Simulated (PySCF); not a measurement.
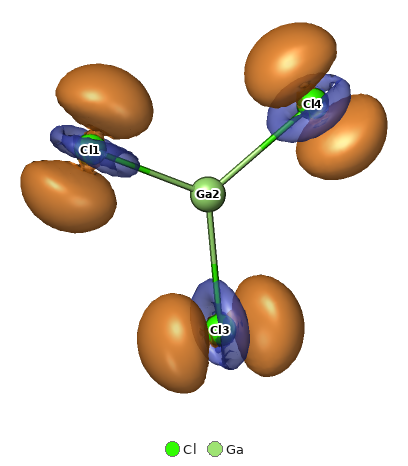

Cl3Ga, SMILES `Cl[Ga](Cl)Cl`. Fukui function f⁻ = ρ(N) − ρ(N−1) at fixed geometry, surfaces at ±0.03 e/Å³ (orange positive, blue negative).

Computed with PySCF, PBE0/def2-TZVP, geometry: GFN2-xTB. No frequency check shows the geometry to be a minimum. GFN2-xTB bond lengths at metals and heavier atoms can be off by up to 0.1 Å and shapes distorted, which carries into these values.

Geometry (Å), atoms numbered from 1:

```
Cl1      1.5238   -1.4293    0.0000
Ga2     -0.0007    0.0000    0.0000
Cl3      0.4765    2.0340    0.0000
Cl4     -1.9991   -0.6047    0.0000
```

Q: On which atoms does the density change most on removal of an electron?

A: f⁻ (Hirshfeld-condensed) is largest on Cl1, Cl3 and Cl4 (0.30 each); the vertical ionisation energy is 11.50 eV (the stability of the cation's solution wasn't checked). Condensed values hint at sites of electrophilic attack but needn't mark the atom that reacts. Orbital relaxation makes it negative in places (0.11 e in all).

The PySCF run took 38 s on 1 thread of Intel(R) Xeon(R) Platinum 8259CL CPU @ 2.50GHz (Skylake/Cascade Lake), on a shared host, peak memory 0.67 GiB.
